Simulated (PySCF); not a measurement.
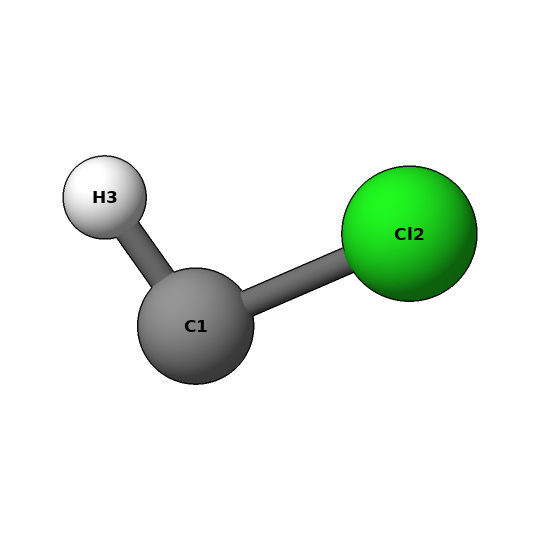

Every bond is drawn as one stick. Computed geometry: PBE0-D3(BJ)/def2-SVP optimisation. No frequency run is at hand to confirm it as a minimum. Level of theory: PBE0/pcSseg-1 (PySCF 2.14.0).

List the Mayer bond orders of C1–Cl2, C1–H3.

| bond | Mayer order | length (Å) |
| --- | --- | --- |
| C1–Cl2 | 1.30 | 1.693 |
| C1–H3 | 0.92 | 1.121 |
